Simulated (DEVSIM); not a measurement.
System: abrupt Ge n-p junction, at 300 K.

| layer (left to right) | material | thickness (μm) | Nd (cm⁻³) | Na (cm⁻³) | τn (s) | τp (s) |
|---|---|---|---|---|---|---|
| 1 | Ge | 0.220 | 1.1e16 | - | 1.3e-6 | 1.3e-6 |
| 2 | Ge | 1.20 | - | 2e17 | 1.3e-6 | 1.3e-6 |

Left contact: ohmic. Right contact: ohmic. Voltage is applied to the left contact. Recombination: SRH at mid-gap, radiative, Auger. Mobility is μmin + (μ − μmin)/(1 + (N/Nref)^α).

The device is made up for the run: typed textbook-type constants, with dimensions and the other settings drawn at random. Values at 300 K.

```
parameter           Ge
-------------  -------
gap (eV)         0.664
affinity (eV)        4
permittivity        16
Nc (cm⁻³)      1.04e19
Nv (cm⁻³)         6e18
μn (cm²/Vs)       3900
μp (cm²/Vs)       1900
μn,min             150
μp,min             100
Nref,n          2.6e17
Nref,p            4e17
αn                0.56
αp                 0.6
B (cm³/s)      6.4e-14
Cn (cm⁶/s)       1e-31
Cp (cm⁶/s)       1e-31
```

DEVSIM, 1D drift-diffusion, Boltzmann statistics, complete ionisation; no tunnelling, impact ionisation, image-force lowering or self-heating.

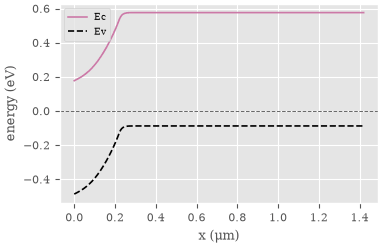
Fig. 1. Band edges at zero bias

Energies count from the Fermi level of the right contact; mesh points crowd at the junctions.

| x (μm) | Ec (eV) | Ev (eV) | n (cm⁻³) | p (cm⁻³) | field (V/cm) |
|---|---|---|---|---|---|
| 0.000 | 0.177 | -0.487 | 1.1e16 | 4.0e10 | 6100 |
| 0.01295 | 0.185 | -0.479 | 8.1e15 | 5.4e10 | 6300 |
| 0.03332 | 0.199 | -0.465 | 4.7e15 | 9.2e10 | 7400 |
| 0.06017 | 0.222 | -0.442 | 2.0e15 | 2.2e11 | 9700 |
| 0.1144 | 0.291 | -0.373 | 1.3e14 | 3.2e12 | 16000 |
| 0.1576 | 0.372 | -0.292 | 5.9e12 | 7.4e13 | 21000 |
| 0.1851 | 0.435 | -0.229 | 5.1e11 | 8.6e14 | 25000 |
| 0.2101 | 0.502 | -0.162 | 3.8e10 | 1.1e16 | 29000 |
| 0.2231 | 0.542 | -0.122 | 8.3e9 | 5.3e16 | 26000 |
| 0.2383 | 0.566 | -0.098 | 3.2e9 | 1.4e17 | 8600 |
| 0.2643 | 0.575 | -0.089 | 2.3e9 | 1.9e17 | 850 |
| 0.3197 | 0.576 | -0.088 | 2.2e9 | 2.0e17 | ≈ 0 |
| 0.3868 | 0.576 | -0.088 | 2.2e9 | 2.0e17 | ≈ 0 |
| 0.4901 | 0.576 | -0.088 | 2.2e9 | 2.0e17 | ≈ 0 |
| 0.7471 | 0.576 | -0.088 | 2.2e9 | 2.0e17 | ≈ 0 |
| 0.9698 | 0.576 | -0.088 | 2.2e9 | 2.0e17 | ≈ 0 |
| 1.136 | 0.576 | -0.088 | 2.2e9 | 2.0e17 | ≈ 0 |
| 1.252 | 0.576 | -0.088 | 2.2e9 | 2.0e17 | ≈ 0 |
| 1.338 | 0.576 | -0.088 | 2.2e9 | 2.0e17 | ≈ 0 |
| 1.375 | 0.576 | -0.088 | 2.2e9 | 2.0e17 | ≈ 0 |
| 1.401 | 0.576 | -0.088 | 2.2e9 | 2.0e17 | ≈ 0 |
| 1.420 | 0.576 | -0.088 | 2.2e9 | 2.0e17 | ≈ 0 |
